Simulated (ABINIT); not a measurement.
## LiCl (Fm-3m): G0W0 in ABINIT against the wavefunction cutoff in GW

How does the gap of LiCl (Fm-3m) converge in the wavefunction cutoff in GW?

Method: LDA and many-body steps on it, plane waves, in ABINIT 10.8.3.

The database entry behind the starting cell differs from later determinations by our own check (0.1 to 0.3 % short, probably kX units), so it need not match the best structure at ambient conditions.

**1. The structure**

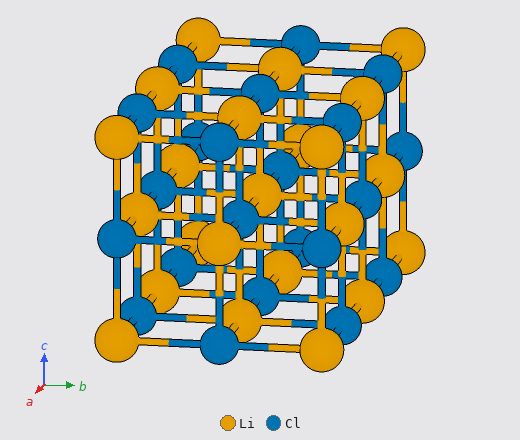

The cell as given, slightly off an axis (lithium orange, chlorine blue). 2×1×1 cells are drawn. This picture shows the conventional cell, with its axes. Some periodic images of atoms are drawn too.

The cell and positions come from the Crystallography Open Database and are kept as given unless a step says otherwise.

**2. Screening, 4×4×4 mesh, 44 bands, screening to 130.6 eV**

This step: ABINIT 10.8.3; RPA screening on LDA, plane waves, norm-conserving pseudopotentials.

The RPA dielectric matrix is built and inverted for each q.

File run.abi:

```
acell 3*1.0 Angstrom
rprim 
  0.000000000000 2.564770000000 2.564770000000
  2.564770000000 0.000000000000 2.564770000000
  2.564770000000 2.564770000000 -0.000000000000
ntypat 2
znucl 3 17
natom 2
typat 1 2
xred 
  0.000000000000 0.000000000000 0.000000000000
  0.500000000000 0.500000000000 0.500000000000
pp_dirpath "pseudos"
pseudos "Li.upf, Cl.upf"
ecut 33
ngkpt 4 4 4
nshiftk 1
shiftk 0 0 0
kptopt 1
chksymbreak 0
istwfk *1
occopt 1
irdwfk 1
optdriver 3
nband 44
ecuteps 4.8
inclvkb 2
awtr 1
symchi 1
ecutwfn 9.9
indata_prefix "in"
outdata_prefix "out"
tmpdata_prefix "tmp"
```

On the command line:

```
OMP_NUM_THREADS=1 mpirun -n 4 abinit run.abi > log
```

Output:

```text
.Version 10.8.3 of ABINIT. v10.8.2 released Aug 2026.

 Symmetries : space group Fm -3 m (#225); Bravais cF (face-center cubic)
[... echo of the input left out ...]
== DATASET  1 ==================================================================
-   mpi_nproc: 4, omp_nthreads: 1 (-1 if OMP is not activated)

--- !DatasetInfo
iteration_state: {dtset: 1, }
dimensions: {natom: 2, nkpt: 8, mband: 44, nsppol: 1, nspinor: 1, nspden: 1, mpw: 344, }
cutoff_energies: {ecut:   9.9, pawecutdg:  -1.0, }
electrons: {nelect:   1.00000000E+01, charge:   0.00000000E+00, occopt:   1.00000000E+00, tsmear:   1.00000000E-02, }

 SCREENING: Calculation of the susceptibility and dielectric matrices

 Based on a program developped by R.W. Godby, V. Olevano, G. Onida, and L. Reining.
 Incorporated in ABINIT by V. Olevano, G.-M. Rignanese, and M. Torrent.
.Using double precision arithmetic ; gwpc =  8

[... cell and pseudopotentials left out ...]
--------------------------------------------------------------------------------

 ==== K-mesh for the wavefunctions ====
 Number of points in the irreducible wedge :     8
[... list of points left out ...]
 Together with 48 symmetry operations and time-reversal symmetry
 yields    64 points in the full Brillouin Zone.

 ==== Q-mesh for the screening function ====
 Number of points in the irreducible wedge :     8
[... list of points left out ...]
 Together with 48 symmetry operations and time-reversal symmetry
 yields    64 points in the full Brillouin Zone.

 setmesh: FFT mesh size selected  =    15x   15x   15
          total number of points  =         3375

 vcoul_init : cutoff-mode = AUXILIARY_FUNCTION
 q-points for optical limit:   1
     1)      0.000010    0.000020    0.000030

- screening: taking advantage of time-reversal symmetry
- Maximum band index for partially occupied states nbvw = 5
- Remaining bands to be divided among processors   nbcw = 39
- Number of bands treated by each node ~9

 Number of electrons calculated from density =    9.9482; Expected =   10.0000
 average of density, n =  0.043689
 r_s =    1.7614
 omega_plasma =   20.1624 [eV]

 calculating chi0 at frequencies [eV] :
  1    0.000000E+00    0.000000E+00
  2    0.000000E+00    2.016239E+01

--------------------------------------------------------------------------------
  q-point number  1        q = ( 0.000000, 0.000000, 0.000000) [r.l.u.]
--------------------------------------------------------------------------------
[... chi0 elements left out ...]
 For q-point:  0.000010 0.000020 0.000030
  dielectric constant =   3.0202
  dielectric constant without local fields =   3.5522

  Average fulfillment of the sum rule on Im[epsilon] for q-point    1 :     61.61  [%]
[... wings left out ...]
  q-point number  2        q = ( 0.250000, 0.000000, 0.000000) [r.l.u.]
--------------------------------------------------------------------------------
[... chi0 elements left out ...]
  Average fulfillment of the sum rule on Im[epsilon] for q-point    2 :     75.44  [%]

 [... 6 further q-points ...]
```

The job ended after 2 s (4 MPI ranks of Arm Neoverse V2, shared host; peak memory 0.07 GiB; 7.9 s of CPU time).

Numbers from this step:

```yaml
eps_infinity_with_local_fields_on_this_mesh_along_the_program_s_q_direction: 3.020
the_same_without_local_fields: 3.552
plasma_frequency: 20.16 eV
plane_waves_in_the_screening_matrix: 113
```

Local fields lower ε∞ by 15 %. On a Γ-centred mesh this coarse the value itself is usually too large, while a short band sum pulls it down.

**3. 9.9 Ha**

This step: G0W0 on LDA, plane waves, norm-conserving pseudopotentials.

Changes to run.abi since step 2:

```diff
@@ -23,8 +23,15 @@
 irdwfk 1
-optdriver 3
+optdriver 4
 nband 44
+gwcalctyp 0
+ecutsigx 9.9
+symsigma 1
+nkptgw 1
+kptgw 
+  0.0000000000 0.0000000000 0.0000000000
+bdgw 
+  3 9
 ecuteps 4.8
-inclvkb 2
-awtr 1
-symchi 1
+irdscr 1
+ppmodel 1
 ecutwfn 9.9
```

Output:

```text
.Version 10.8.3 of ABINIT. v10.8.2 released Aug 2026.

 Symmetries : space group Fm -3 m (#225); Bravais cF (face-center cubic)
[... echo of the input left out ...]
== DATASET  1 ==================================================================
-   mpi_nproc: 4, omp_nthreads: 1 (-1 if OMP is not activated)

--- !DatasetInfo
iteration_state: {dtset: 1, }
dimensions: {natom: 2, nkpt: 8, mband: 44, nsppol: 1, nspinor: 1, nspden: 1, mpw: 344, }
cutoff_energies: {ecut:   9.9, pawecutdg:  -1.0, }
electrons: {nelect:   1.00000000E+01, charge:   0.00000000E+00, occopt:   1.00000000E+00, tsmear:   1.00000000E-02, }

 SIGMA: Calculation of the GW corrections

 Based on a program developped by R.W. Godby, V. Olevano, G. Onida, and L. Reining.
 Incorporated in ABINIT by V. Olevano, G.-M. Rignanese, and M. Torrent.
.Using double precision arithmetic ; gwpc =  8

[... cell and pseudopotentials left out ...]
--------------------------------------------------------------------------------

 ==== K-mesh for the wavefunctions ====
 Number of points in the irreducible wedge :     8
[... list of points left out ...]
 Together with 48 symmetry operations and time-reversal symmetry
 yields    64 points in the full Brillouin Zone.

 ==== Q-mesh for screening function ====
 Number of points in the irreducible wedge :     8
[... list of points left out ...]
 Together with 48 symmetry operations and time-reversal symmetry
 yields    64 points in the full Brillouin Zone.

 vcoul_init : cutoff-mode = AUXILIARY_FUNCTION
 q-points for optical limit:   1
     1)      0.000010    0.000020    0.000030
 setmesh: FFT mesh size selected  =    20x   20x   20
          total number of points  =         8000

 Number of electrons calculated from density =    9.9482; Expected =   10.0000
 average of density, n =  0.043689
 r_s =    1.7614
 omega_plasma =   20.1624 [eV]

 === KS Band Gaps ===
  >>>> For spin  1
   Minimum direct gap =   5.9890 [eV], located at k-point      :   0.0000  0.0000  0.0000
   Fundamental gap    =   5.9890 [eV], Top of valence bands at :   0.0000  0.0000  0.0000
                                       Bottom of conduction at :   0.0000  0.0000  0.0000
 SIGMA fundamental parameters:
 PLASMON POLE MODEL  1
 number of plane-waves for SigmaX                  331
 number of plane-waves for SigmaC and W            113
 number of plane-waves for wavefunctions           331
 number of bands                                    44
 number of independent spin polarizations            1
 number of spinorial components                      1
 number of k-points in IBZ                           8
 number of q-points in IBZ                           8
 number of symmetry operations                      48
 number of k-points in BZ                           64
 number of q-points in BZ                           64
 number of frequencies for dSigma/dE                 9
 frequency step for dSigma/dE [eV]                0.25
 number of omega for Sigma on real axis              0
 max omega for Sigma on real axis  [eV]           0.00
 zcut for avoiding poles [eV]                     0.10

 EPSILON^-1 parameters (SCR file):
 dimension of the eps^-1 matrix on file            113
 dimension of the eps^-1 matrix used               113
 number of plane-waves for wavefunctions           331
 number of bands                                    44
 number of q-points in IBZ                           8
 number of frequencies                               2
 number of real frequencies                          1
 number of imag frequencies                          1

 matrix elements of self-energy operator (all in [eV])

 Perturbative Calculation

--- !SelfEnergy_ee
iteration_state: {dtset: 1, }
kpoint     : [   0.000,    0.000,    0.000, ]
spin       : 1
KS_gap     :    5.989
QP_gap     :    8.832
Delta_QP_KS:    2.843
data: !SigmaeeData |
     Band     E0 <VxcDFT>   SigX SigC(E0)      Z dSigC/dE  Sig(E)    E-E0       E
        3   0.082 -14.504 -18.867   2.419   0.803  -0.245 -16.065  -1.560  -1.478
        4   0.082 -14.504 -18.867   2.419   0.803  -0.245 -16.065  -1.560  -1.478
        5   0.082 -14.504 -18.867   2.419   0.803  -0.245 -16.065  -1.560  -1.478
        6   6.071  -9.430  -4.506  -3.405   0.845  -0.184  -8.147   1.283   7.354
        7  11.664  -9.862  -4.319  -3.522   0.841  -0.189  -8.162   1.700  13.364
        8  11.664  -9.862  -4.319  -3.522   0.841  -0.189  -8.162   1.700  13.364
        9  11.664  -9.862  -4.319  -3.522   0.841  -0.189  -8.162   1.700  13.364

== END DATASET(S) ==============================================================
================================================================================

 -outvars: echo values of variables after computation  --------
           etotal      0.0000000000E+00
            nband          44
             nkpt           8
          spgroup         225
 [... the other variables as echoed above ...]

 Calculation completed.
```

Wall time 1.8 s (4 MPI ranks); peak memory 0.07 GiB; 6.7 s of CPU time.

This step gave:

- G0W0 gap on the points computed: 8.832 eV
- starting gap on the mesh: 5.989 eV
- k of the valence top: 0, 0, 0
- k of the conduction bottom: 0, 0, 0
- Z at the valence top: 0.803
- Z at the conduction bottom: 0.845
- least direct G0W0 gap on the computed points: 8.832 eV

**4. Screening, 4×4×4 mesh, 44 bands, screening to 130.6 eV**

This step: RPA screening on LDA, plane waves, norm-conserving pseudopotentials.

Changes to run.abi since step 3:

```diff
@@ -23,16 +23,9 @@
 irdwfk 1
-optdriver 4
+optdriver 3
 nband 44
-gwcalctyp 0
-ecutsigx 9.9
-symsigma 1
-nkptgw 1
-kptgw 
-  0.0000000000 0.0000000000 0.0000000000
-bdgw 
-  3 9
 ecuteps 4.8
-irdscr 1
-ppmodel 1
-ecutwfn 9.9
+inclvkb 2
+awtr 1
+symchi 1
+ecutwfn 16.5
 indata_prefix "in"
```

Output:

```text
.Version 10.8.3 of ABINIT. v10.8.2 released Aug 2026.

 Symmetries : space group Fm -3 m (#225); Bravais cF (face-center cubic)
[... echo of the input left out ...]
== DATASET  1 ==================================================================
-   mpi_nproc: 4, omp_nthreads: 1 (-1 if OMP is not activated)

--- !DatasetInfo
iteration_state: {dtset: 1, }
dimensions: {natom: 2, nkpt: 8, mband: 44, nsppol: 1, nspinor: 1, nspden: 1, mpw: 742, }
cutoff_energies: {ecut:  16.5, pawecutdg:  -1.0, }
electrons: {nelect:   1.00000000E+01, charge:   0.00000000E+00, occopt:   1.00000000E+00, tsmear:   1.00000000E-02, }

 SCREENING: Calculation of the susceptibility and dielectric matrices

 Based on a program developped by R.W. Godby, V. Olevano, G. Onida, and L. Reining.
 Incorporated in ABINIT by V. Olevano, G.-M. Rignanese, and M. Torrent.
.Using double precision arithmetic ; gwpc =  8

[... cell and pseudopotentials left out ...]
--------------------------------------------------------------------------------

 ==== K-mesh for the wavefunctions ====
 Number of points in the irreducible wedge :     8
[... list of points left out ...]
 Together with 48 symmetry operations and time-reversal symmetry
 yields    64 points in the full Brillouin Zone.

 ==== Q-mesh for the screening function ====
 Number of points in the irreducible wedge :     8
[... list of points left out ...]
 Together with 48 symmetry operations and time-reversal symmetry
 yields    64 points in the full Brillouin Zone.

 setmesh: FFT mesh size selected  =    20x   20x   20
          total number of points  =         8000

 vcoul_init : cutoff-mode = AUXILIARY_FUNCTION
 q-points for optical limit:   1
     1)      0.000010    0.000020    0.000030

- screening: taking advantage of time-reversal symmetry
- Maximum band index for partially occupied states nbvw = 5
- Remaining bands to be divided among processors   nbcw = 39
- Number of bands treated by each node ~9

 Number of electrons calculated from density =    9.9948; Expected =   10.0000
 average of density, n =  0.043894
 r_s =    1.7586
 omega_plasma =   20.2095 [eV]

 calculating chi0 at frequencies [eV] :
  1    0.000000E+00    0.000000E+00
  2    0.000000E+00    2.020953E+01

--------------------------------------------------------------------------------
  q-point number  1        q = ( 0.000000, 0.000000, 0.000000) [r.l.u.]
--------------------------------------------------------------------------------
[... chi0 elements left out ...]
 For q-point:  0.000010 0.000020 0.000030
  dielectric constant =   3.0040
  dielectric constant without local fields =   3.5191

  Average fulfillment of the sum rule on Im[epsilon] for q-point    1 :     61.75  [%]
[... wings left out ...]
  q-point number  2        q = ( 0.250000, 0.000000, 0.000000) [r.l.u.]
--------------------------------------------------------------------------------
[... chi0 elements left out ...]
  Average fulfillment of the sum rule on Im[epsilon] for q-point    2 :     74.99  [%]

 [... 6 further q-points ...]
```

Elapsed: 2.4 s, on 4 MPI ranks; peak memory 0.08 GiB; 9.3 s of CPU time.

Numbers from this step:

| Property | Result |
| --- | --- |
| ε∞ with local fields, on this mesh, along the program's q direction | 3.004 |
| the same without local fields | 3.519 |
| plasma frequency | 20.21 eV |
| plane waves in the screening matrix | 113 |

**5. 16.5 Ha**

The self-energy is evaluated for the states that the input lists, and the levels follow from it, in one-shot runs by the linearised quasiparticle equation.

This step: G0W0 on LDA, plane waves, norm-conserving pseudopotentials.

Changes to run.abi since step 4:

```diff
@@ -23,8 +23,15 @@
 irdwfk 1
-optdriver 3
+optdriver 4
 nband 44
+gwcalctyp 0
+ecutsigx 16.5
+symsigma 1
+nkptgw 1
+kptgw 
+  0.0000000000 0.0000000000 0.0000000000
+bdgw 
+  3 9
 ecuteps 4.8
-inclvkb 2
-awtr 1
-symchi 1
+irdscr 1
+ppmodel 1
 ecutwfn 16.5
```

Output:

```text
.Version 10.8.3 of ABINIT. v10.8.2 released Aug 2026.

 Symmetries : space group Fm -3 m (#225); Bravais cF (face-center cubic)
[... echo of the input left out ...]
== DATASET  1 ==================================================================
-   mpi_nproc: 4, omp_nthreads: 1 (-1 if OMP is not activated)

--- !DatasetInfo
iteration_state: {dtset: 1, }
dimensions: {natom: 2, nkpt: 8, mband: 44, nsppol: 1, nspinor: 1, nspden: 1, mpw: 742, }
cutoff_energies: {ecut:  16.5, pawecutdg:  -1.0, }
electrons: {nelect:   1.00000000E+01, charge:   0.00000000E+00, occopt:   1.00000000E+00, tsmear:   1.00000000E-02, }

 SIGMA: Calculation of the GW corrections

 Based on a program developped by R.W. Godby, V. Olevano, G. Onida, and L. Reining.
 Incorporated in ABINIT by V. Olevano, G.-M. Rignanese, and M. Torrent.
.Using double precision arithmetic ; gwpc =  8

[... cell and pseudopotentials left out ...]
--------------------------------------------------------------------------------

 ==== K-mesh for the wavefunctions ====
 Number of points in the irreducible wedge :     8
[... list of points left out ...]
 Together with 48 symmetry operations and time-reversal symmetry
 yields    64 points in the full Brillouin Zone.

 ==== Q-mesh for screening function ====
 Number of points in the irreducible wedge :     8
[... list of points left out ...]
 Together with 48 symmetry operations and time-reversal symmetry
 yields    64 points in the full Brillouin Zone.

 vcoul_init : cutoff-mode = AUXILIARY_FUNCTION
 q-points for optical limit:   1
     1)      0.000010    0.000020    0.000030
 setmesh: FFT mesh size selected  =    25x   25x   25
          total number of points  =        15625

 Number of electrons calculated from density =    9.9948; Expected =   10.0000
[...]
number of q-points in BZ                           64
 number of frequencies for dSigma/dE                 9
 frequency step for dSigma/dE [eV]                0.25
 number of omega for Sigma on real axis              0
 max omega for Sigma on real axis  [eV]           0.00
 zcut for avoiding poles [eV]                     0.10

 EPSILON^-1 parameters (SCR file):
 dimension of the eps^-1 matrix on file            113
 dimension of the eps^-1 matrix used               113
 number of plane-waves for wavefunctions           725
 number of bands                                    44
 number of q-points in IBZ                           8
 number of frequencies                               2
 number of real frequencies                          1
 number of imag frequencies                          1

 matrix elements of self-energy operator (all in [eV])

 Perturbative Calculation

--- !SelfEnergy_ee
iteration_state: {dtset: 1, }
kpoint     : [   0.000,    0.000,    0.000, ]
spin       : 1
KS_gap     :    5.989
QP_gap     :    8.839
Delta_QP_KS:    2.850
data: !SigmaeeData |
     Band     E0 <VxcDFT>   SigX SigC(E0)      Z dSigC/dE  Sig(E)    E-E0       E
        3   0.082 -14.523 -18.901   2.405   0.802  -0.246 -16.106  -1.583  -1.501
        4   0.082 -14.523 -18.901   2.405   0.802  -0.246 -16.106  -1.583  -1.501
        5   0.082 -14.523 -18.901   2.405   0.802  -0.246 -16.106  -1.583  -1.501
        6   6.071  -9.682  -4.766  -3.413   0.844  -0.186  -8.414   1.268   7.339
        7  11.664  -9.877  -4.327  -3.541   0.836  -0.197  -8.198   1.679  13.344
        8  11.664  -9.877  -4.327  -3.541   0.836  -0.197  -8.198   1.679  13.344
        9  11.664  -9.877  -4.327  -3.541   0.836  -0.197  -8.198   1.679  13.344

== END DATASET(S) ==============================================================
================================================================================

 -outvars: echo values of variables after computation  --------
           etotal      0.0000000000E+00
            nband          44
             nkpt           8
          spgroup         225
 [... the other variables as echoed above ...]

 Calculation completed.
```

Run time: 1.9 s. Hardware: 4 MPI ranks; peak memory 0.09 GiB; 7.1 s of CPU time.

Numbers from this step:

| Item | Value |
| --- | --- |
| G0W0 gap on the points computed | 8.84 eV |
| starting gap on the mesh | 5.989 eV |
| k of the valence top | 0, 0, 0 |
| k of the conduction bottom | 0, 0, 0 |
| Z at the valence top | 0.802 |
| Z at the conduction bottom | 0.844 |
| least direct G0W0 gap on the computed points | 8.84 eV |

The gap on the mesh goes from 5.99 eV to 8.84 eV, a correction of +2.85 eV.

**6. Screening, 4×4×4 mesh, 44 bands, screening to 130.6 eV**

This step: RPA screening on LDA, plane waves, norm-conserving pseudopotentials.

Changes to run.abi since step 5:

```diff
@@ -23,16 +23,9 @@
 irdwfk 1
-optdriver 4
+optdriver 3
 nband 44
-gwcalctyp 0
-ecutsigx 16.5
-symsigma 1
-nkptgw 1
-kptgw 
-  0.0000000000 0.0000000000 0.0000000000
-bdgw 
-  3 9
 ecuteps 4.8
-irdscr 1
-ppmodel 1
-ecutwfn 16.5
+inclvkb 2
+awtr 1
+symchi 1
+ecutwfn 24.8
 indata_prefix "in"
```

Output:

```text
.Version 10.8.3 of ABINIT. v10.8.2 released Aug 2026.

 Symmetries : space group Fm -3 m (#225); Bravais cF (face-center cubic)
[... echo of the input left out ...]
== DATASET  1 ==================================================================
-   mpi_nproc: 4, omp_nthreads: 1 (-1 if OMP is not activated)

--- !DatasetInfo
iteration_state: {dtset: 1, }
dimensions: {natom: 2, nkpt: 8, mband: 44, nsppol: 1, nspinor: 1, nspden: 1, mpw: 1363, }
cutoff_energies: {ecut:  24.8, pawecutdg:  -1.0, }
[...]
--------------------------------------------------------------------------------
[... chi0 elements left out ...]
 For q-point:  0.000010 0.000020 0.000030
  dielectric constant =   3.0033
  dielectric constant without local fields =   3.5172

  Average fulfillment of the sum rule on Im[epsilon] for q-point    1 :     61.79  [%]
[... wings left out ...]
  q-point number  2        q = ( 0.250000, 0.000000, 0.000000) [r.l.u.]
--------------------------------------------------------------------------------
[... chi0 elements left out ...]
  Average fulfillment of the sum rule on Im[epsilon] for q-point    2 :     75.01  [%]

 [... 6 further q-points ...]
```

Elapsed: 3.6 s, on 4 MPI ranks; peak memory 0.38 GiB.

Numbers from this step:

- ε∞ with local fields, on this mesh, along the program's q direction: 3.003
- the same without local fields: 3.517
- plasma frequency: 20.21 eV
- plane waves in the screening matrix: 113

(Part 1 of 2 ends here.)

[Paths, hosts, dates, memory and timing lines, banners, echoed tables and standing remarks are left out of the program output.]

[Logs are printed without paths, hosts, clocks, repeated set-up lines and the standing remarks that a program may print on its own settings, such as how far it seeks lower states.]

[Runs of the session that timed out or met a known fault of the program may be left out.]

[Hosts, paths, dates, database ids (printed as entryN), source tags and the programs' standing remarks are cut or masked in the printed files.]

[G0W0 gaps are taken among the corrected bands and points alone; a level outside them can change the order at an edge.]

[Where Ansatz stands beside ABINIT at settings called matched, ABINIT's density can come from a denser mesh and the files from another edition; pairs whose starting gaps differed by over 0.03 eV were left out, so agreement reads better than it is.]
